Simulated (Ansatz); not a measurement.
## Electronic structure of FN2Si (charge +1, triplet) in real space

The calculation's input:

```
crystal:
  periodic: [false, false, false]
  atoms:
    - {symbol: F, position_ang: [-1.169793, -0.027782, -0.032427]}
    - {symbol: "N", position_ang: [0.943197, -2.704849, 1.561450]}
    - {symbol: N, position_ang: [0.609646, -1.696956, 1.221078]}
    - {symbol: Si, position_ang: [0.179704, -0.078080, 0.733844]}
basis:
  gaussian:
    orbitals: def2-TZVPD
total_charge: 1
magnetization:
  spin_polarized: true
  initial_magnetization: 2
hamiltonian:
  xc: pbe0
output:
  forces: true
  orbitals: {seedname: orbitals}
```

Command:

```sh
ansatz run input.yaml --threads 2 --pin off --max-ram 4350MiB --events-out events.jsonl --progress --plain --runs-dir runs
```

Geometry: PBE0-D4/def2-TZVP.

Computed with Ansatz, isolated molecule in a Gaussian basis; Kohn-Sham density functional theory, functional PBE0.

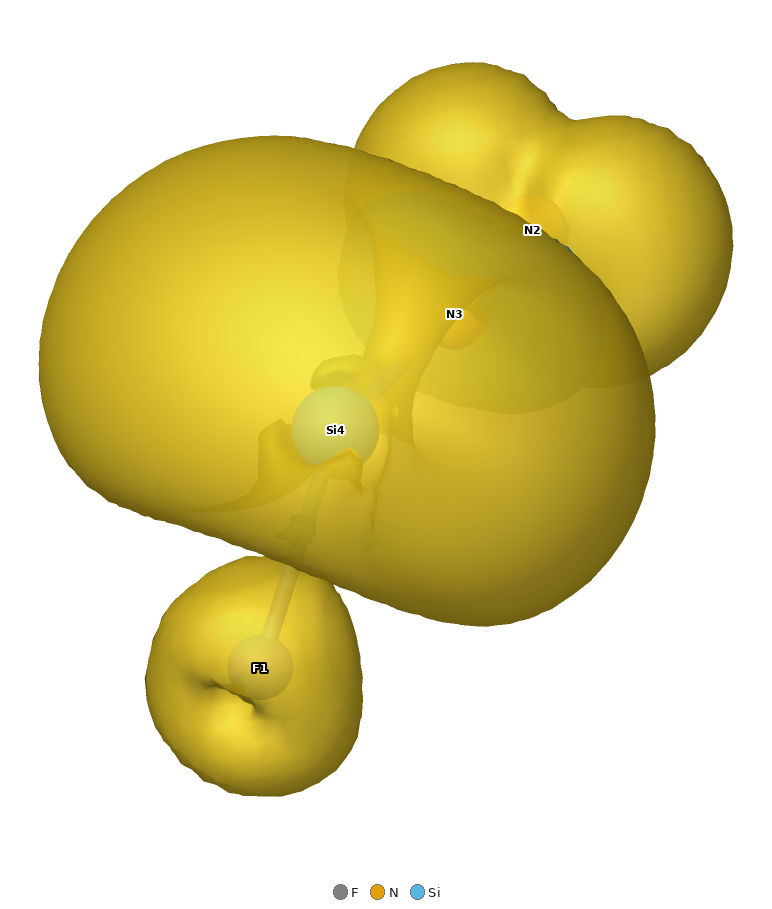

Figure 1. Isosurfaces of the spin density (α minus β) at +0.015 (yellow) and −0.015 e/Å³ (cyan), seen at an oblique angle.

Which atoms carry the spin?

Answer. The unpaired spin (2 electrons) lies mostly on Si4 (about 1.4), N2 (about 0.3), N3 (about 0.1) and F1 (about 0.1), in electrons by Hirshfeld's partition.

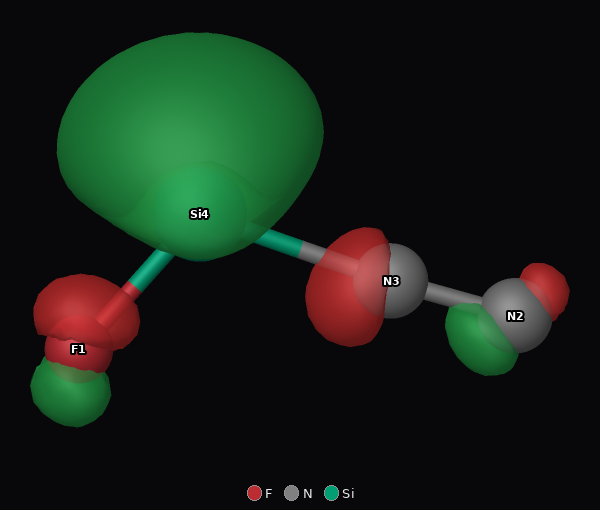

Figure 2. The LUMO (β) at ±0.2 Å⁻³ᐟ² (green and red are the two phases), seen across its widest extent.

What is the character of this orbital?

Answer. By Hirshfeld shares it lies mainly on Si4 (about 80 %), F1 (about 10 %) and N3 (about 10 %); it is symmetric in the molecular plane (an in-plane orbital: σ, lone-pair or in-plane π type). Its energy is −11.73 eV.

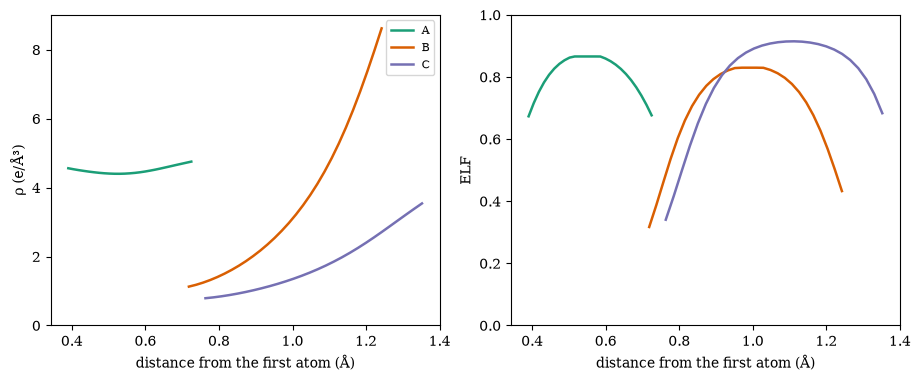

Figure 3. Total electron density and ELF along straight lines between neighbouring atoms. The curves leave out the atomic cores.

Which curve belongs to which contact (N–N, Si–F and Si–N)? The first atom named is at distance zero.

Answer. Curve A: N–N (1.11 Å): ρ at the midpoint is about 4.4 e/Å³; the ELF peaks at about 0.85 between the atoms: a short, multiple covalent bond. Curve B: Si–F (1.55 Å): the density is about 1.3 e/Å³ at the midpoint; the ELF peaks at about 0.85 in the valence shell of F, 0.6 Å from its nucleus, and is about 0.55 at the midpoint. Curve C: Si–N (1.74 Å): ρ is about 0.97 e/Å³ halfway; the ELF peaks at about 0.90 between the atoms (a polar covalent bond).
